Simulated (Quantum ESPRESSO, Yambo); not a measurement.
# SiC (P6_3mc): G0W0 in Yambo against the bands, part 2 of 2

How does the gap of SiC (P6_3mc) converge in the bands?

Yambo 5.3.0; PBE and many-body steps on it, plane waves. Known limits of the many-body steps: not at the basis limit; coarse k mesh.

So far. Step 4 (131 bands): Against the run before, the gap moves by +0.113 eV.

### Step 5. 234 bands

Level of this step: G0W0 on PBE, plane waves, norm-conserving pseudopotentials (Yambo).

The input, gw4.in:

```
HF_and_locXC
gw0
dyson
ppa
em1d
rim_cut
RandQpts= 1000000
RandGvec= 1 RL
EXXRLvcs= 74 Ry
VXCRLvcs= 296 Ry
Chimod= "HARTREE"
% BndsRnXp
 1 | 234 |
%
NGsBlkXp= 15.5 Ry
% LongDrXp
 1 | 1 | 1 |
%
% GbndRnge
 1 | 234 |
%
DysSolver= "n"
ExtendOut
PPAPntXp= 27.21138 eV
% QPkrange
 1 | 1 | 7 | 10 |
 7 | 7 | 7 | 10 |
 4 | 4 | 7 | 10 |
%
```

On the command line:

```console
$ OMP_NUM_THREADS=1 mpirun -n 4 yambo -F gw4.in -J gw4 -C gw4 > gw4.log
```

Log:

```text
 Yambo, version 5.3.0

 [02] CORE Variables Setup
 =========================

  [... cell, symmetries and grids as in the set-up ...]

  [02.05] Energies & Occupations
  ==============================

  [X] === General ===
  [X] Electronic Temperature                        :  0.000000  0.000000 [eV K]
  [X] Bosonic    Temperature                        :  0.000000  0.000000 [eV K]
  [X] Finite Temperature mode                       : no
  [X] El. density                                   :  0.38765E+24 [cm-3]
[...]
QP @ state[ 2 ] b range                          :   7  10
   QP @ state[ 3 ] K range                          :   7   7
   QP @ state[ 3 ] b range                          :   7  10
   GF energies kind                                 : Perdew, Burke & Ernzerhof(X)+Perdew, Burke & Ernzerhof(C)
   GF WF`s kind                                     : Perdew, Burke & Ernzerhof(X)+Perdew, Burke & Ernzerhof(C)
   Xs energies kind                                 : Perdew, Burke & Ernzerhof(X)+Perdew, Burke & Ernzerhof(C)
   Xs WF`s kind                                     : Perdew, Burke & Ernzerhof(X)+Perdew, Burke & Ernzerhof(C)

 [11] Game Over & Game summary
```

Elapsed: 2.8 min, on 4 MPI ranks of Arm Neoverse V1, shared host; peak memory 1.7 GiB; 11 min of CPU time.

This step gave:

| Property | Result |
| --- | --- |
| G0W0 gap on the points computed | 3.021 eV |
| starting gap on the mesh | 2.275 eV |
| k of the valence top | 0, 0, 0 |
| k of the conduction bottom | 0.3333, 0.3333, 0 |
| least direct G0W0 gap on the computed points | 5.254 eV |

Against the run before, the gap moves by +0.074 eV.

### Step 6. 356 bands

gw5.in, as its differences from gw4.in of step 5:

```diff
@@ -12,3 +12,3 @@
 % BndsRnXp
- 1 | 234 |
+ 1 | 356 |
 %
@@ -19,3 +19,3 @@
 % GbndRnge
- 1 | 234 |
+ 1 | 356 |
 %
```

On the command line:

```console
$ OMP_NUM_THREADS=1 mpirun -n 4 yambo -F gw5.in -J gw5 -C gw5 > gw5.log
```

Log:

```text
 Yambo, version 5.3.0

 [02] CORE Variables Setup
 =========================

  [... cell, symmetries and grids as in the set-up ...]

  [02.05] Energies & Occupations
  ==============================

  [X] === General ===
  [X] Electronic Temperature                        :  0.000000  0.000000 [eV K]
  [X] Bosonic    Temperature                        :  0.000000  0.000000 [eV K]
  [X] Finite Temperature mode                       : no
  [X] El. density                                   :  0.38765E+24 [cm-3]
[...]
QP @ state[ 2 ] b range                          :   7  10
   QP @ state[ 3 ] K range                          :   7   7
   QP @ state[ 3 ] b range                          :   7  10
   GF energies kind                                 : Perdew, Burke & Ernzerhof(X)+Perdew, Burke & Ernzerhof(C)
   GF WF`s kind                                     : Perdew, Burke & Ernzerhof(X)+Perdew, Burke & Ernzerhof(C)
   Xs energies kind                                 : Perdew, Burke & Ernzerhof(X)+Perdew, Burke & Ernzerhof(C)
   Xs WF`s kind                                     : Perdew, Burke & Ernzerhof(X)+Perdew, Burke & Ernzerhof(C)

 [11] Game Over & Game summary
```

The job ended after 4.2 min (4 MPI ranks; peak memory 2.1 GiB; 17 min of CPU time).

Numbers from this step:

```
G0W0 gap on the points computed              : 3.050 eV
starting gap on the mesh                     : 2.275 eV
k of the valence top                         : 0, 0, 0
k of the conduction bottom                   : 0.3333, 0.3333, 0
least direct G0W0 gap on the computed points : 5.275 eV
```

Against the run before, the gap moves by +0.029 eV.

### Step 7. 495 bands

gw6.in, as its differences from gw5.in of step 6:

```diff
@@ -12,3 +12,3 @@
 % BndsRnXp
- 1 | 356 |
+ 1 | 495 |
 %
@@ -19,3 +19,3 @@
 % GbndRnge
- 1 | 356 |
+ 1 | 495 |
 %
```

On the command line:

```console
$ OMP_NUM_THREADS=1 mpirun -n 4 yambo -F gw6.in -J gw6 -C gw6 > gw6.log
```

Log:

```text
 Yambo, version 5.3.0

 [02] CORE Variables Setup
 =========================

  [... cell, symmetries and grids as in the set-up ...]

  [02.05] Energies & Occupations
  ==============================

  [X] === General ===
  [X] Electronic Temperature                        :  0.000000  0.000000 [eV K]
  [X] Bosonic    Temperature                        :  0.000000  0.000000 [eV K]
  [X] Finite Temperature mode                       : no
  [X] El. density                                   :  0.38765E+24 [cm-3]
[...]
QP @ state[ 2 ] b range                          :   7  10
   QP @ state[ 3 ] K range                          :   7   7
   QP @ state[ 3 ] b range                          :   7  10
   GF energies kind                                 : Perdew, Burke & Ernzerhof(X)+Perdew, Burke & Ernzerhof(C)
   GF WF`s kind                                     : Perdew, Burke & Ernzerhof(X)+Perdew, Burke & Ernzerhof(C)
   Xs energies kind                                 : Perdew, Burke & Ernzerhof(X)+Perdew, Burke & Ernzerhof(C)
   Xs WF`s kind                                     : Perdew, Burke & Ernzerhof(X)+Perdew, Burke & Ernzerhof(C)

 [11] Game Over & Game summary
```

Run time: 5.9 min. Hardware: 4 MPI ranks; peak memory 2.6 GiB.

This step gave:

* G0W0 gap on the points computed: 3.062 eV
* starting gap on the mesh: 2.275 eV
* k of the valence top: 0, 0, 0
* k of the conduction bottom: 0.3333, 0.3333, 0
* least direct G0W0 gap on the computed points: 5.283 eV

Against the run before, the gap moves by +0.011 eV.

### Step 8. Side by side

Times are wall times on 4 MPI ranks of Arm Neoverse V1, shared host, good to a factor of about two.

```
      run   mesh  bands  screening cutoff (eV)  DFT gap (eV)  gap on the mesh (eV)  direct (eV)     time
 36 bands  3×3×4     36                  210.9         2.275                 2.792        5.127     27 s
 68 bands  3×3×4     68                  210.9         2.275                 2.834        5.129     51 s
131 bands  3×3×4    131                  210.9         2.275                 2.948        5.202     95 s
234 bands  3×3×4    234                  210.9         2.275                 3.021        5.254  2.8 min
356 bands  3×3×4    356                  210.9         2.275                 3.050        5.275  4.2 min
495 bands  3×3×4    495                  210.9         2.275                 3.062        5.283  5.9 min
```

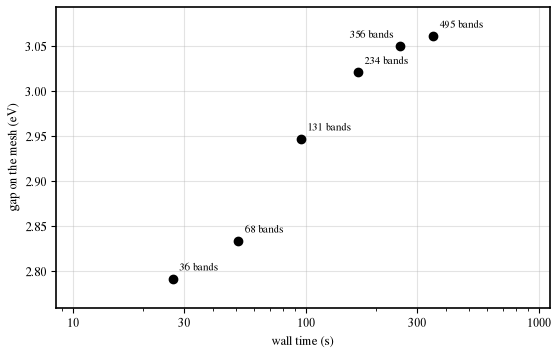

Result against wall time.

### Step 9. What came out

| Item | Value |
| --- | --- |
| 36 bands | 2.792 eV |
| 68 bands | 2.834 eV |
| 131 bands | 2.948 eV |
| 234 bands | 3.021 eV |
| 356 bands | 3.050 eV |
| 495 bands | 3.062 eV |
| known limits | not at the basis limit; coarse k mesh |

**Reading.** The setting moved: bands. From 36 bands to 495 bands the gap moves by +0.27 eV, for 13 times the time. The last step still moves it by +0.011 eV. Bands and screening cutoff are coupled, so a series along one setting does not show full convergence. Bands and cutoff are finite, so the gap is not at the basis limit. The miss can reach some tenths of an eV and take either sign; the mesh is an error of its own. In the G0W0 runs levels were corrected at 3 k points alone, so a gap called «on the mesh» is the least over those, and an edge elsewhere would be missed. The 3×3×4 mesh is coarse for this cell, which bears on the long-range parts of exchange and screening.

[Paths, hosts, dates, memory and timing lines, banners, echoed tables and standing remarks are left out of the program output.]

[Logs are printed without paths, hosts, clocks, repeated set-up lines and the standing remarks that a program may print on its own settings, such as how far it seeks lower states.]

[Runs of the session that timed out or met a known fault of the program may be left out.]

[Hosts, paths, dates, database ids (printed as entryN), source tags and the programs' standing remarks are cut or masked in the printed files.]
